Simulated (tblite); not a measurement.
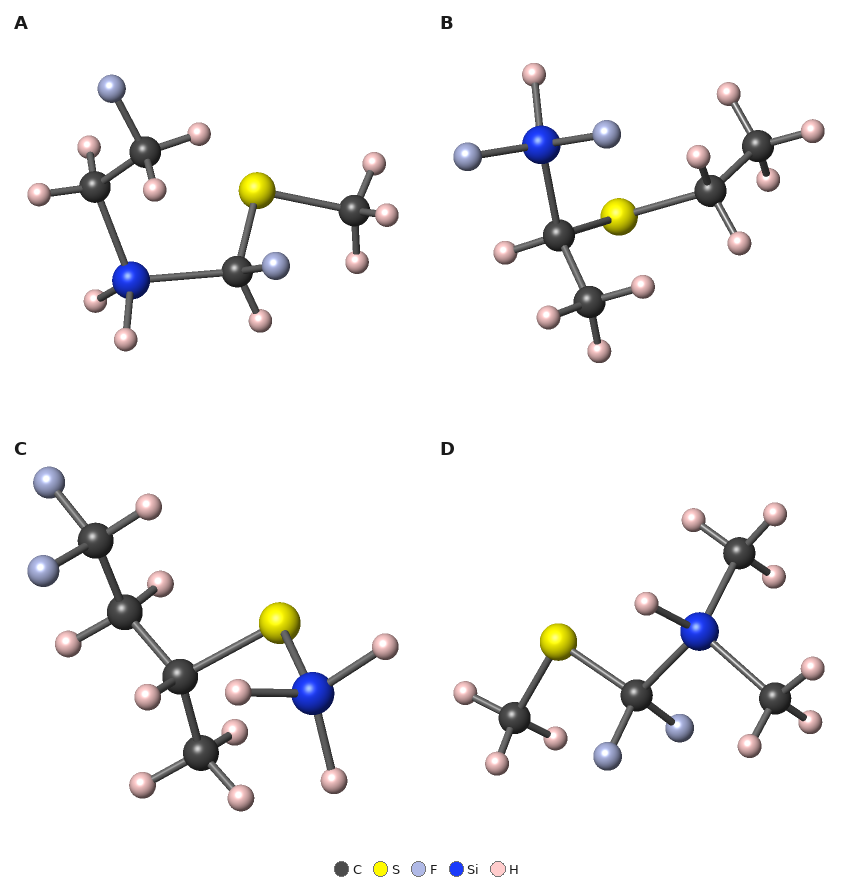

Source: calculation with tblite.

**Match each picture to its SMILES.**
(1) CCS[C@@H](C)[SiH](F)F
(2) CSC(F)(F)[SiH](C)C
(3) C[C@H](CC(F)F)S[SiH3]
(4) CS[C@@H](F)[SiH2]CCF

A is (4), B is (1), C is (3), D is (2).
